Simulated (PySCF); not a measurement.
# C₂H₉BGeO₃: excited-state calculation

System: C₂H₉BGeO₃.
Method: TDDFT CAM-B3LYP/def2-SVPD, vertical, gas phase, core orbitals frozen in the response (PySCF 2.14.0).

The geometry comes from this level: PBE0-D3(BJ)/def2-SVP. It belongs to a series of runs on one base structure; here: H on B replaced by OGeH3.

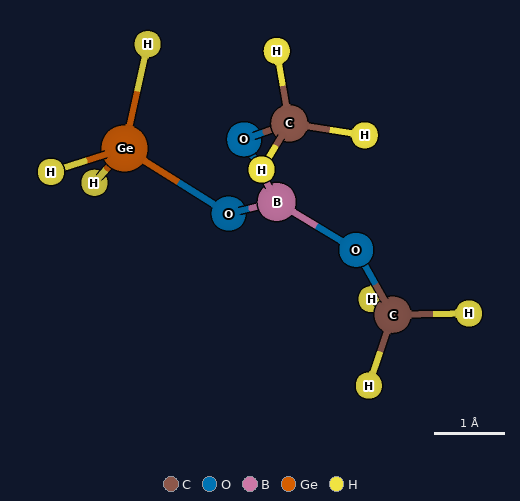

*The structure (ball-and-stick view, seen at a tilt). Sticks mark near contacts.*

Input file:
```
{"job": {"kind": "uv", "xc": "CAM-B3LYP", "basis": "def2-SVPD", "ip": true, "dynamic": true}, "charge": 0, "multiplicity": 1}
C      2.320812     0.137124     0.600526
O      1.035904     0.658267     0.386714
B     -0.008553    -0.124071    -0.020852
O      0.196812    -1.449513    -0.248585
C     -0.840930    -2.293040    -0.671265
O     -1.224821     0.458191    -0.201276
Ge    -1.471011     2.215478     0.083500
H      2.445655    -0.180452     1.649677
H      2.522316    -0.730424    -0.047099
H      3.060187     0.923980     0.389464
H     -1.308249    -2.797466     0.191324
H     -0.421664    -3.066184    -1.333037
H     -1.623944    -1.739822    -1.212641
H     -2.957362     2.432291    -0.238645
H     -0.573717     3.016340    -0.872508
H     -1.170103     2.536154     1.555369
```

The first line tells a small driver script what to run in PySCF; the rest is the geometry in Å.

Run on 1 CPU thread, shared host.

Launch command:
```bash
OMP_NUM_THREADS=1 python <driver script> task.json out
```

Output:
```
coarse grid: 60744 points
cycle   1  E = -2408.6119526026  dE =  2.582e-01  |g| = 1.050e+00  |ddm| = 6.448e+00
cycle   2  E = -2408.4983947944  dE =  1.136e-01  |g| = 1.344e+00  |ddm| = 3.066e+00
cycle   3  E = -2408.8056605829  dE = -3.073e-01  |g| = 9.600e-02  |ddm| = 1.742e+00
cycle   4  E = -2408.8067428884  dE = -1.082e-03  |g| = 6.283e-02  |ddm| = 2.005e-01
cycle   5  E = -2408.8074050636  dE = -6.622e-04  |g| = 1.102e-02  |ddm| = 6.919e-02
cycle   6  E = -2408.8074255192  dE = -2.046e-05  |g| = 3.925e-03  |ddm| = 1.842e-02
cycle   7  E = -2408.8074274607  dE = -1.941e-06  |g| = 4.926e-04  |ddm| = 4.708e-03
final grid: 128640 points
cycle   8  E = -2408.8074210874  dE = -6.496e-08  |g| = 3.934e-04  |ddm| = 5.366e-03
cycle   9  E = -2408.8074210906  dE = -3.241e-09  |g| = 4.015e-04  |ddm| = 1.147e-03
cycle  10  E = -2408.8074211132  dE = -2.253e-08  |g| = 3.946e-05  |ddm| = 4.852e-04
cycle  11  E = -2408.8074211135  dE = -3.392e-10  |g| = 1.143e-05  |ddm| = 6.497e-05
```

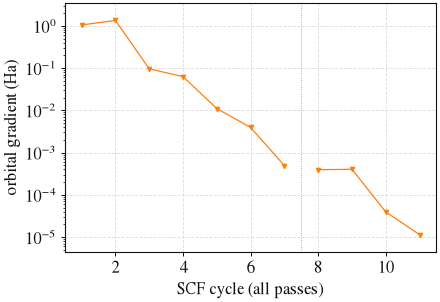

*Convergence of the self-consistent field: orbital gradient against the SCF cycle. The dotted line marks the change from a coarse to the final integration grid.*

The first 7 cycles use a coarse grid, the final grid takes over at cycle 8, and the field converges after 11 cycles in all.

```
converged SCF energy = -2408.8074211135

Static polarisability (au): isotropic 79.619, principal 67.249 84.028 87.580

Singlet excitations
state   eV       nm        f      main configurations
  1   7.4620    166.2   0.00147   H-1->L 0.71, H-1->L+1 0.11
  2   7.5284    164.7   0.00078   H->L 0.87
  3   7.9317    156.3   0.01982   H-2->L 0.39, H-3->L 0.17, H-2->L+1 0.14
  4   8.0470    154.1   0.01267   H-1->L+1 0.56, H-1->L 0.17, H-5->L+1 0.08
  5   8.4198    147.3   0.05378   H->L+1 0.46, H->L+2 0.12, H->L+3 0.09
  6   8.4261    147.1   0.06737   H-5->L 0.18, H-2->L 0.17, H-3->L 0.15
  7   8.4760    146.3   0.02650   H-2->L 0.18, H-5->L 0.13, H-3->L 0.12
  8   8.5183    145.6   0.05409   H-2->L+1 0.35, H-3->L 0.35, H-3->L+1 0.13
  9   8.6901    142.7   0.00499   H-4->L 0.74
 10   8.6981    142.5   0.00844   H->L+2 0.49, H->L+1 0.28

Triplet excitations (Tamm-Dancoff, eV): 7.1471 7.4052 7.5110 7.6364
Vertical ionisation energy (delta-SCF) = 10.4185 eV
```

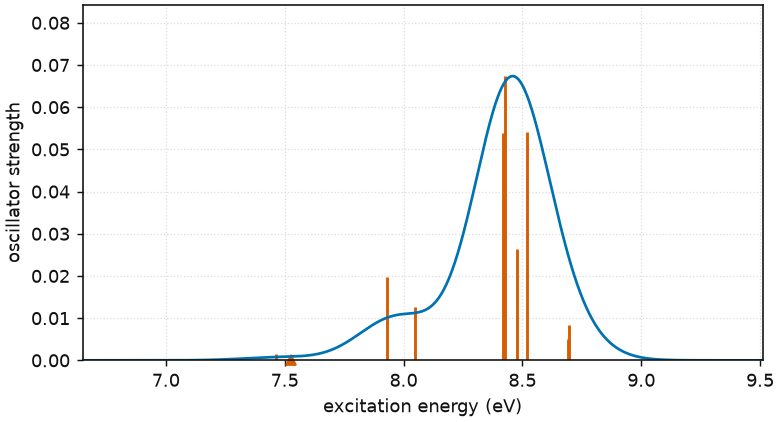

*Computed excitations as sticks (degenerate states added up, dark ones marked on the axis), with a Gaussian envelope of 0.35 eV full width at half maximum, scaled to the tallest.*

Of the 10 states the lowest lies at 7.46 eV (f = 0.001); the strongest line is at 8.43 eV, or 147 nm (f = 0.067).

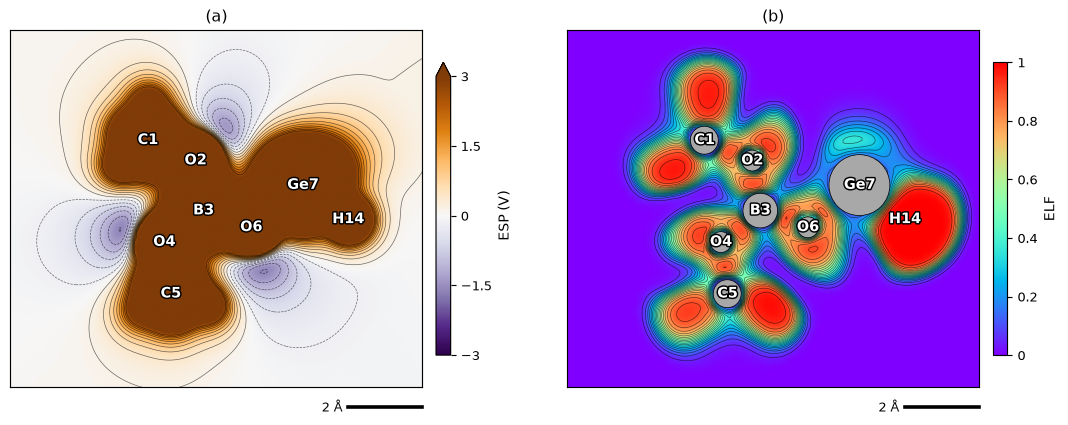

*(a) molecular electrostatic potential; (b) ELF on the plane of atoms O6, Ge7 and H14. Grey discs, where drawn, cover atomic cores.*

The section cuts through C, O, B, Ge and H sites. Ge–O (1.80 Å): the ELF peaks at about 0.85 in the valence shell of O, 0.6 Å from its nucleus, and is about 0.35 at the midpoint. Ge–H (1.54 Å): the ELF climbs to about 1 towards the hydrogen, as it does in any bond to H.

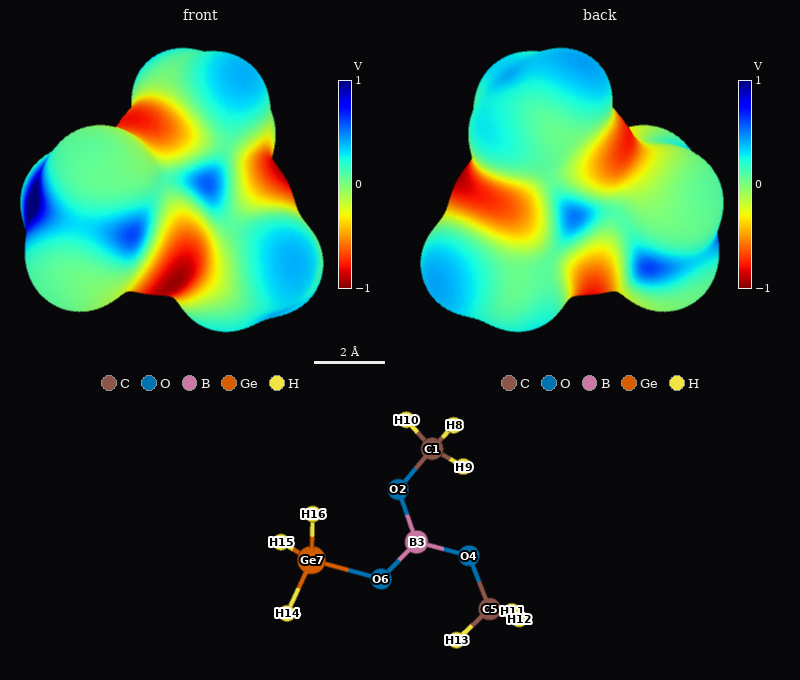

*The electrostatic potential painted on the density surface at 0.001 e/bohr³, seen at a tilt and from behind; the colour scale runs from red (negative) to blue (positive). The bare structure is drawn below in the same view.*

Its dipole moment is 0.14 D.

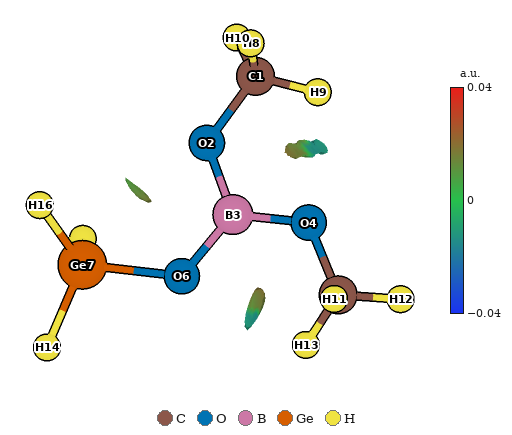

*Non-covalent interaction (NCI) plot: the surface where the reduced density gradient is 0.5, for densities under 0.05 a.u., coloured by sign(λ₂)ρ; seen at a tilt.*

Key numbers:

- outcome: converged
- total energy: −2408.807421 hartree
- HOMO: −9.62 eV
- LUMO: 0.77 eV
- dipole moment: 0.14 D
- mean polarisability: 79.62 a.u.
- vertical ionisation energy: 10.42 eV
- lowest singlet excitation: 7.46 eV
- wall time: 12 min
- peak memory: 1.4 GiB

Remarks:

Spin–orbit coupling is left out, which matters for the heavy atoms.
